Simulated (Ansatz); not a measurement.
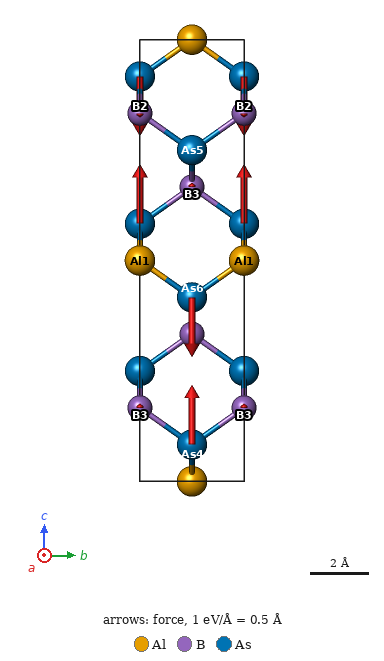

Starting geometry of solid AlB₂As₃ (a generated structure, set up in I-4m2) (coarse preliminary run) with the computed forces as red arrows. The picture is a ball-and-stick view of the conventional cell (2 times the calculation's cell), seen along the a axis. Lengths and directions refer to the drawn axes.

All numbers below come from DFT PBE, scalar-relativistic, plane waves, PAW in Ansatz 0.2.0.

Input
```yaml
crystal:
  lattice:
    - [-1.82212103, 1.82212103, 7.7306048]
    - [1.82212103, -1.82212103, 7.7306048]
    - [1.82212103, 1.82212103, -7.7306048]
  atoms:
    - { symbol: Al, position: [0.5, 0.5, 0.0] }
    - { symbol: B, position: [0.83333333, 0.83333333, 0.0] }
    - { symbol: B, position: [0.16666667, 0.16666667, 0.0] }
    - { symbol: As, position: [0.58333333, 0.08333333, 0.5] }
    - { symbol: As, position: [0.25, 0.75, 0.5] }
    - { symbol: As, position: [0.91666667, 0.41666667, 0.5] }
basis:
  ecutwfc: 420
kpoints:
  mp_grid: { grid: [6, 6, 6] }
hamiltonian:
  xc: pbe
scf:
  occupations: { method: gaussian, width: 0.1 }
  lower_state_search: "off"
output:
  forces: true
  stress: true
  eigenvalues: true
relax:
  adjacent_minimum: "off"
  f_tol: 0.04
  max_steps: 70
  cell: { stress_tol: 0.4 }
```

Run as
```bash
ansatz run input.yaml --threads 1 --pin off --max-ram 2560MiB --backend cpu --events-out ev --progress --plain --runs-dir out
```

> What follows when this structure is relaxed?

It isn't relaxed: the largest force vector, on As atoms, is 4.19 eV/Å. The atoms end up moving mostly along the starting forces (cosine between the two patterns 0.93). The largest moves relative to the cell, 0.29 Å, are those of As4 and As6. As6 goes along −c. Largest moves by element: As 0.29 Å, B 0.14 Å. Al stays in place. The drawn cell changes as follows: a = b 3.644 → 3.583 Å (−1.7 %), c 15.461 → 15.747 Å (+1.8 %); the volume changes by −1.5 %. Among the contacts that change: Al1–As4 2.232 → 2.402 Å, B2–As5 2.232 → 2.142 Å. Bond angles that change, for instance: Al1–As4–Al1 109.5° → 96.5°, As4–Al1–As4 109.5° → 96.5°, As4–Al1–As6 109.5° → 116.3°. The space group stays I-4m2 (No. 119). After 3 accepted moves (4 points after the start) the energy has fallen by 207 meV per atom. Largest force component: 4.2 eV/Å at the start, 0.04 eV/Å at the end. The pressure goes from 2.82 to −0.02 GPa. At 1 point the geometry stayed and the basis and grid were re-selected for the new cell (energy shift of 0.1 meV per atom at most each time).
